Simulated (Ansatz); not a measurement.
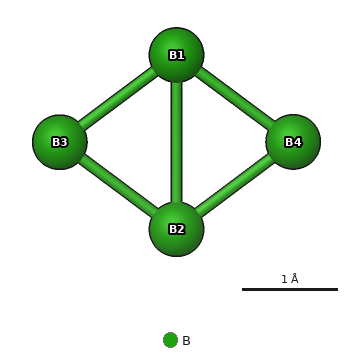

**Figure 1.** The structure as given in the input (ball-and-stick view, seen on its broad side; atoms are numbered from 1 in the order of the input). Bond lengths as drawn: B–B 1.54 to 1.84 Å.

**What a change does: geometry relaxation on B$_{4}$**

System: B$_{4}$, multiplicity 3.
Method of the first run: UKS PBE-D4/def2-TZVP (Ansatz 0.2.0).

The geometry: PBE-D4/def2-TZVP start. Text and figures count atoms from 1; the logs count them from 0 in places.

### The input, the first run
```yaml
crystal:
  periodic: [false, false, false]
  atoms:
    - {symbol: B, position_ang: [-0.510299, 0.765738, 0.043141]}
    - {symbol: B, position_ang: [0.510667, -0.765840, -0.036293]}
    - {symbol: B, position_ang: [-1.020907, -0.682363, 0.036585]}
    - {symbol: B, position_ang: [1.020539, 0.682474, -0.043432]}
basis:
  gaussian: {orbitals: def2-TZVP}
magnetization: {spin_polarized: true, initial_magnetization: 2}
hamiltonian: {xc: pbe, dispersion: d4}
scf: {lower_state_search: "off"}
output: {orbitals: {seedname: orbitals}}
relax: {f_tol: 0.02, max_steps: 100}
```

Command:
```bash
ansatz run in.yaml --threads 4 --pin off --events-out ev --progress --plain --max-ram 3916MiB
```

Hardware: 4 threads of Arm Neoverse V2, 23 GiB of memory available, shared host.

### Output, shortened to warnings, some set-up lines, iterations and results (the first run)
```
[...]
mean field evaluation 1: about -2682.9284 eV, gradient 3.8e1 eV
mean field evaluation 2: about -2670.2288 eV, gradient 5.4e1 eV
mean field evaluation 4: about -2690.8754 eV, gradient 1.4e1 eV
mean field evaluation 8: about -2692.4633 eV, gradient 1.7e0 eV
mean field evaluation 16: about -2692.4756 eV, gradient 4.4e-3 eV
relax step   1: F+E_penalty+E_count = -2692.56291617 eV  Δ(F+E_penalty+E_count) = +0.000e0 eV  max|allowed force component| = 2.651e0 eV/Å  Δτ_max = 0.0000 Å  (44 SCF iters, …
relax step   2: F+E_penalty+E_count = -2692.79955416 eV  Δ(F+E_penalty+E_count) = -2.366e-1 eV  max|allowed force component| = 1.611e0 eV/Å  Δτ_max = 0.0465 Å  (23 SCF iters, …
mean field evaluation 32: about -2692.9448 eV, gradient 1.3e-4 eV
relax step   3: F+E_penalty+E_count = -2693.04894697 eV  Δ(F+E_penalty+E_count) = -2.494e-1 eV  max|allowed force component| = 4.184e-1 eV/Å  Δτ_max = 0.1243 Å  (28 SCF …
relax step   4: F+E_penalty+E_count = -2693.07104471 eV  Δ(F+E_penalty+E_count) = -2.210e-2 eV  max|allowed force component| = 1.385e-1 eV/Å  Δτ_max = 0.0681 Å  (21 SCF …
relax step   5: F+E_penalty+E_count = -2693.07608258 eV  Δ(F+E_penalty+E_count) = -5.038e-3 eV  max|allowed force component| = 1.088e-2 eV/Å  Δτ_max = 0.0228 Å  (20 SCF …
Total energy: -2693.07611743 eV, -98.9687218830 hartree
Atom 0 at    -0.627851     0.941949     0.049265 Å, force     0.007061    -0.010780    -0.002454 eV/Å
Atom 1 at     0.627892    -0.941960    -0.048437 Å, force    -0.007212     0.010876    -0.001339 eV/Å
Atom 2 at    -0.941163    -0.629237     0.036475 Å, force     0.009123     0.006082     0.001543 eV/Å
Atom 3 at     0.941122     0.629257    -0.037302 Å, force    -0.008972    -0.006179     0.002250 eV/Å
Dipole moment:    -0.000001    -0.000001     0.000000 e Å
Checks for a lower state left out: stability, starts, cluster_reference, orbital_swaps, neighbouring_geometries, increment
```

The input of the second run differs as follows (lines with − go, lines with + come):
```diff
-magnetization: {spin_polarized: true, initial_magnetization: 2}
+magnetization: {spin_polarized: true, initial_magnetization: 4}
```

What does this change do to the results?

With the same method and basis, the second run lies 24.5 kcal/mol higher. The HOMO goes from −5.45 to −5.26 eV. The LUMO goes from −5.42 to −5.72 eV.

### Output, shortened to warnings, some set-up lines, iterations and results (the second run)
```
[...]
mean field evaluation 1: about -2684.4939 eV, gradient 3.1e1 eV
mean field evaluation 2: about -2681.4135 eV, gradient 3.7e1 eV
mean field evaluation 4: about -2690.8786 eV, gradient 5.7e-1 eV
mean field evaluation 8: about -2690.8722 eV, gradient 1.3e-1 eV
mean field evaluation 16: about -2690.8723 eV, gradient 4.4e-5 eV
relax step   1: F+E_penalty+E_count = -2690.95962526 eV  Δ(F+E_penalty+E_count) = +0.000e0 eV  max|allowed force component| = 4.950e0 eV/Å  Δτ_max = 0.0000 Å  (17 SCF iters, …
relax step   2: F+E_penalty+E_count = -2691.91613947 eV  Δ(F+E_penalty+E_count) = -9.565e-1 eV  max|allowed force component| = 1.255e0 eV/Å  Δτ_max = 0.1287 Å  (26 SCF iters, …
mean field evaluation 32: about -2691.9234 eV, gradient 2.8e-3 eV
relax step   3: F+E_penalty+E_count = -2692.00961071 eV  Δ(F+E_penalty+E_count) = -9.347e-2 eV  max|allowed force component| = 1.353e-1 eV/Å  Δτ_max = 0.0590 Å  (22 SCF …
relax step   4: F+E_penalty+E_count = -2692.01135315 eV  Δ(F+E_penalty+E_count) = -1.742e-3 eV  max|allowed force component| = 2.007e-2 eV/Å  Δτ_max = 0.0064 Å  (23 SCF …
relax step   5: F+E_penalty+E_count = -2692.01151536 eV  Δ(F+E_penalty+E_count) = -1.622e-4 eV  max|allowed force component| = 9.975e-3 eV/Å  Δτ_max = 0.0111 Å  (23 SCF …
Total energy: -2692.01155303 eV, -98.9295998628 hartree
Atom 0 at    -0.462298     0.693730     0.038741 Å, force     0.006584    -0.009942    -0.001645 eV/Å
Atom 1 at     0.462579    -0.693822    -0.033219 Å, force    -0.006701     0.009975    -0.000612 eV/Å
Atom 2 at    -1.172237    -0.783596     0.043181 Å, force     0.007847     0.005188     0.000823 eV/Å
Atom 3 at     1.171956     0.783697    -0.048702 Å, force    -0.007729    -0.005221     0.001434 eV/Å
Dipole moment:     0.000061    -0.000022     0.001206 e Å
Checks for a lower state left out: stability, starts, cluster_reference, orbital_swaps, neighbouring_geometries, increment
```

### The two runs side by side

| quantity | the first run | the second run |
| --- | --- | --- |
| outcome | converged | converged |
| total energy (hartree) | −98.968722 | −98.929600 |
| HOMO (eV) | −5.45 | −5.26 |
| LUMO (eV) | −5.42 | −5.72 |
| dipole moment (D) | 0.00 | 0.01 |
| ⟨S²⟩ | 2.029 | 6.008 |
| largest force (eV/Å) | 0.013 | 0.012 |
| basis functions | 124 | 124 |
| wall time (shared host) | 2.6 s | 2.4 s |
